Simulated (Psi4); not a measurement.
# CH5B2N (SMILES BB1CN1) in Psi4

Wanted: a single-point energy of CH5B2N.

The results are computed with Psi4 1.11.

4 further runs of the same task are left out: 1 that didn't finish, 3 set aside as unsound or not needed.

## 1. The molecule

CH5B2N has 9 atoms, charge 0, and is taken as a singlet. As SMILES, `BB1CN1`. The coordinates come from a PBE0-D4/def2-TZVP relaxation.

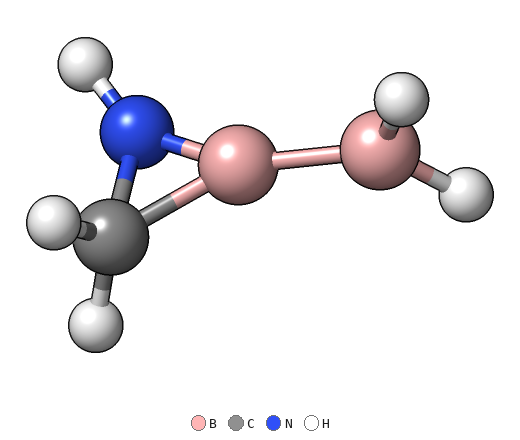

The structure, seen from a chosen angle (boron pink, carbon grey, nitrogen blue, hydrogen white).

## 2. The job

Contents of run.py:

```python
import psi4

psi4.set_memory('1600 MB')
psi4.set_num_threads(1)
psi4.set_output_file('ch5b2n.out', False)

geom = psi4.geometry("""
B     -0.727500     1.327800    -0.994400
B     -0.166400     0.197400     0.041000
C      0.575300    -1.198500     0.211800
N      0.142600    -0.307600     1.260600
H      0.018000     2.098200    -1.529000
H     -1.879100     1.377000    -1.318200
H      0.039400    -2.141000     0.119200
H      1.640700    -1.259400    -0.010100
H      0.445400    -0.140300     2.202200
units angstrom
symmetry c1
""")

options = {'basis': 'def2-TZVP', 'scf_type': 'df', 'soscf': True}
psi4.set_options(options)

e_tot = psi4.energy('r2scan', molecule=geom)
print(f'total energy {e_tot:.8f} hartree = {e_tot * 27.211386:.5f} eV')
```

Run with:

```console
python run.py
```

ch5b2n.out:

```text
Psi4 1.11 release

   => Loading Basis Set <=

    Name: DEF2-TZVP
    Role: ORBITAL
    Keyword: BASIS

         ---------------------------------------------------------
                                   SCF
                              RKS Reference
                        1 Threads,   1525 MiB Core
         ---------------------------------------------------------

  ==> Geometry <==

    Molecular point group: c1
    Full point group: C1

    Geometry (in Angstrom), charge = 0, multiplicity = 1:

       Center              X                  Y                   Z               Mass
    ------------   -----------------  -----------------  -----------------  -----------------
         B           -0.714791736195     1.364813486461    -1.166985189422    11.009305360000
         B           -0.153691736195     0.234413486461    -0.131585189422    11.009305360000
         C            0.588008263805    -1.161486513539     0.039214810578    12.000000000000
         N            0.155308263805    -0.270586513539     1.088014810578    14.003074004430
         H            0.030708263805     2.135213486461    -1.701585189422     1.007825032230
         H           -1.866391736195     1.414013486461    -1.490785189422     1.007825032230
         H            0.052108263805    -2.103986513539    -0.053385189422     1.007825032230
         H            1.653408263805    -1.222386513539    -0.182685189422     1.007825032230
         H            0.458108263805    -0.103286513539     2.029614810578     1.007825032230

  Running in c1 symmetry.

  Rotational constants: A =      0.75658  B =      0.18634  C =      0.16050 [cm^-1]
  Rotational constants: A =  22681.56943  B =   5586.24727  C =   4811.62191 [MHz]
  Nuclear repulsion =   90.442177182742469

  Charge       = 0
  Multiplicity = 1
  Electrons    = 28
  Nalpha       = 14
  Nbeta        = 14

  ==> Algorithm <==

  SCF Algorithm Type is DF.
  DIIS enabled.
  MOM disabled.
  Fractional occupation disabled.
  Guess Type is SAD.
  Energy threshold   = 1.00e-06
  Density threshold  = 1.00e-06
  Integral threshold = 1.00e-12

  ==> Primary Basis <==

  Basis Set: DEF2-TZVP
    Blend: DEF2-TZVP
    Number of shells: 64
    Number of basis functions: 154
    Number of Cartesian functions: 174
    Spherical Harmonics?: true
    Max angular momentum: 3

  ==> DFT Potential <==

   => LibXC <=

    Version 7.1.2

   => Composite Functional: R2SCAN <=

    r2SCAN Meta-GGA XC Functional  (0.1021/acs.jpclett.0c02405)

    Deriv               =              1
    GGA                 =           TRUE
    Meta                =           TRUE

    Exchange Hybrid     =          FALSE
    MP2 Hybrid          =          FALSE

   => Exchange Functionals <=

    1.0000   XC_MGGA_X_R2SCAN

   => Correlation Functionals <=

    1.0000   XC_MGGA_C_R2SCAN

   => LibXC Density Thresholds  <==

    XC_MGGA_C_R2SCAN:  1.00E-15
    XC_MGGA_X_R2SCAN:  1.00E-11

   => Molecular Quadrature <=

    Radial Scheme          =       TREUTLER
    Pruning Scheme         =           NONE
    Nuclear Scheme         =       TREUTLER

    Blocking Scheme        =         OCTREE
    BS radius alpha        =              1
    Pruning alpha          =              1
    Radial Points          =             75
    Spherical Points       =            302
    Total Points           =         194941
    Total Blocks           =           1515
    Max Points             =            256
    Max Functions          =            151
    Weights Tolerance      =       1.00E-15

   => Loading Basis Set <=

    Name: (DEF2-TZVP AUX)
    Role: JKFIT
    Keyword: DF_BASIS_SCF

  ==> Integral Setup <==

  DFHelper Memory: AOs need 0.075 GiB; user supplied 0.075 GiB.
  SCF_SUBTYPE=INCORE selected. In-core MEM_DF algorithm will be used.
  Using in-core AOs.

  ==> MemDFJK: Density-Fitted J/K Matrices <==

    J tasked:                   Yes
    K tasked:                    No
    wK tasked:                   No
    Memory [MiB]:                76
    Algorithm:                 Core
    Schwarz Cutoff:           1E-12
    Mask sparsity (%):       1.0457
    Fitting Condition:        1E-10

   => Auxiliary Basis Set <=

  Basis Set: (DEF2-TZVP AUX)
    Blend: DEF2-UNIVERSAL-JKFIT
    Number of shells: 130
    Number of basis functions: 392
    Number of Cartesian functions: 460
    Spherical Harmonics?: true
    Max angular momentum: 4

  Cached 50.0% of DFT collocation blocks in 0.876 [GiB].

  Minimum eigenvalue in the overlap matrix is 6.7649433460E-05.
  Reciprocal condition number of the overlap matrix is 8.1179630191E-06.
    Using symmetric orthogonalization.

  ==> Pre-Iterations <==

  SCF Guess: Superposition of Atomic Densities via on-the-fly atomic UHF (no occupation information).

   -------------------------
    Irrep   Nso     Nmo
   -------------------------
     A        154     154
   -------------------------
    Total     154     154
   -------------------------

  ==> Iterations <==

                           Total Energy        Delta E     RMS |[F,P]|

   @DF-RKS iter SAD:  -144.77697800163594   -1.44777e+02   0.00000e+00
   @DF-RKS iter   1:  -145.01013746317437   -2.33159e-01   6.16797e-03 DIIS/ADIIS
   @DF-RKS iter   2:  -144.05324982929349    9.56888e-01   1.00967e-02 DIIS/ADIIS
   @DF-RKS iter   3:  -145.39251775966670   -1.33927e+00   2.00860e-03 DIIS/ADIIS
```

On the terminal:

```text
Traceback (most recent call last):
  File "run.py", line 24, in <module>
    e_tot = psi4.energy('r2scan', molecule=geom)
RuntimeError:
Fatal Error: Vx: RKS does not support rotated V builds for MGGA's
```

It took 10 s on 1 thread of Intel Xeon 6975P-C (Granite Rapids), shared host; peak memory 1.2 GiB.

## 3. What went wrong

The job broke off with an error.

The log says `Fatal Error: Vx: RKS does not support rotated V builds for MGGA's`. To mend it: soscf at its default in place of yes. The program turns down these settings as typed.
